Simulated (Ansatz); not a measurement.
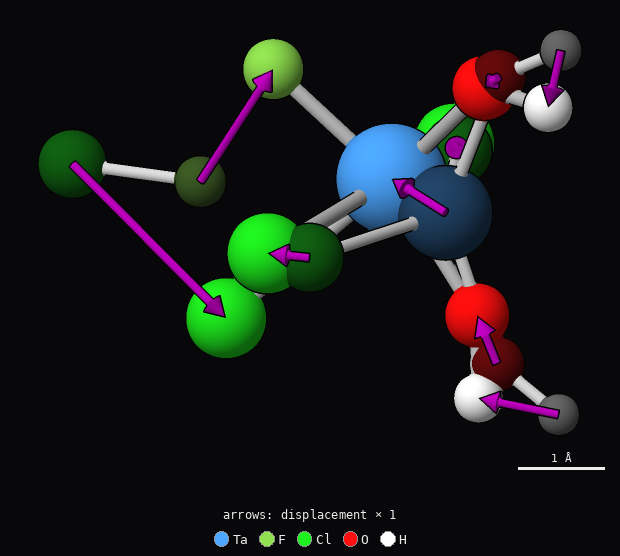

This is a relaxation of TaH2O2Cl3F (multiplicity 2). The starting structure is drawn faded, the final one solid; purple arrows show the displacements, at their true length. The two geometries are superimposed by the best rigid fit.

Style: ball-and-stick. Shown at a tilt.

The run prepares an end point of a later path (reaction) calculation, from a guessed geometry.

Theory: UKS PBE/def2-SVP in Ansatz 0.2.0.

The input:
```yaml
crystal:
  periodic: [false, false, false]
  atoms:
    - { symbol: Ta, position_ang: [-0.45445, 0.013811, 0.189455] }
    - { symbol: F, position_ang: [2.662467, 0.005964, -0.063101] }
    - { symbol: Cl, position_ang: [0.514147, -0.017932, 2.311259] }
    - { symbol: Cl, position_ang: [0.152335, 0.020294, -2.06133] }
    - { symbol: O, position_ang: [-1.094418, 1.795634, 0.274206] }
    - { symbol: H, position_ang: [-1.91355, 2.281455, 0.463081] }
    - { symbol: O, position_ang: [-1.147788, -1.748269, 0.24573] }
    - { symbol: H, position_ang: [-1.984967, -2.209705, 0.415521] }
    - { symbol: Cl, position_ang: [4.264025, -0.042954, -0.115421] }
magnetization:
  spin_polarized: true
  initial_magnetization: 1
basis:
  gaussian: { orbitals: def2-SVP }
hamiltonian:
  xc: pbe
relax:
  f_tol: 0.03
  max_steps: 50
```

Command:
```bash
ansatz run input.yaml --threads 4 --pin off --max-ram 5120MiB --backend cpu --events-out ev --progress --plain --runs-dir out
```

Atoms of which element are displaced furthest, and by how much?

Chlorine: up to 2.64 Å, against 1.68 Å for fluorine.

What happened in the run?

After 43 accepted moves (47 points after the start) the energy has fallen by 4.227 eV. Largest force component: 3.3 eV/Å at the start, 0.022 eV/Å at the end. The line search rejected the trial steps at points 10, 15, 36, 42 of the run. The atom that moves furthest after the best rigid fit is Cl9 (2.64 Å). By element the largest moves are Cl 2.64 Å, F 1.68 Å, H 0.97 Å, Ta 0.86 Å, O 0.62 Å. Among the contacts that change: Ta1–Cl9 4.729 → 2.601 Å, Cl3–Cl9 4.467 → 2.685 Å, F2–Cl9 1.603 → 3.002 Å, Ta1–F2 3.127 → 1.897 Å. New bonds form, among them: Ta1–Cl9 (4.73 → 2.60 Å), Ta1–F2 (3.13 → 1.90 Å). Bonds break, among them: F2–Cl9 (1.60 → 3.00 Å). Bond angles that change, for instance: O5–Ta1–O7 138.6° → 96.2°, Cl3–Ta1–Cl4 140.4° → 160.2°, Cl3–Ta1–O5 96.4° → 86.2°. Groups turn about Ta1–O5 by about 140°. Cost: 5 min on 4 threads of Arm Neoverse V2, on a shared host, peak memory 0.41 GiB.

Limits of the set-up: the start holds two separate molecules, 3.1 Å apart at their closest, whose relative position is a soft coordinate and is computed without a dispersion correction.
